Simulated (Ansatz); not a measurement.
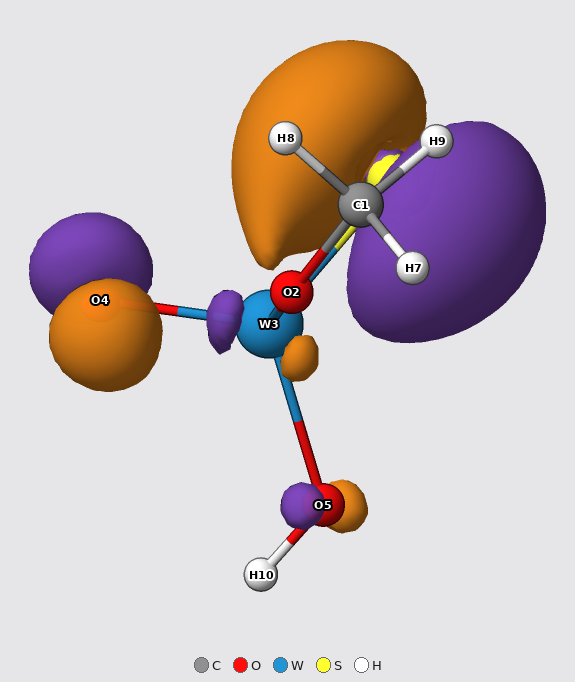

Figure 1: CH4O3SW. One frontier orbital at ±0.15 Å⁻³ᐟ² (orange and purple are the two phases), seen at an oblique angle.

Geometry: PBE0-D4/def2-TZVP; core potentials replace the inner electrons of W.

Level of theory: RKS PBE0-D4/def2-TZVPP (Ansatz).

The calculation's input:

```
crystal:
  periodic: [false, false, false]
  atoms:
    - {symbol: C, position_ang: [-0.213531, -1.402799, 1.272402]}
    - {symbol: O, position_ang: [0.109947, -0.754940, 0.063513]}
    - {symbol: W, position_ang: [-0.135078, 0.837563, -0.838492]}
    - {symbol: O, position_ang: [-0.987721, 0.529398, -2.277185]}
    - {symbol: O, position_ang: [1.527089, 1.622551, -1.234683]}
    - {symbol: S, position_ang: [-1.284255, 2.152090, 0.398418]}
    - {symbol: H, position_ang: [0.700343, -1.819924, 1.700135]}
    - {symbol: H, position_ang: [-0.917406, -2.212009, 1.067180]}
    - {symbol: H, position_ang: [-0.659690, -0.695729, 1.975710]}
    - {symbol: H, position_ang: [1.860313, 1.743799, -2.126999]}
basis:
  gaussian: {orbitals: def2-TZVPP}
hamiltonian: {xc: pbe0, dispersion: d4}
output: {orbitals: {seedname: orbitals}}
```

Command:

```sh
ansatz run in.yaml --threads 2 --pin off --events-out ev --progress --plain --max-ram 20480MiB --backend cuda --devices 0, --max-vram 18GiB
```

Which orbital is it: HOMO or LUMO?

Answer. The HOMO, at −7.43 eV. By Hirshfeld shares it lies mainly on S6 (about 70 %), O4 (about 15 %) and W3 (about 10 %); largely a lone pair of S6.
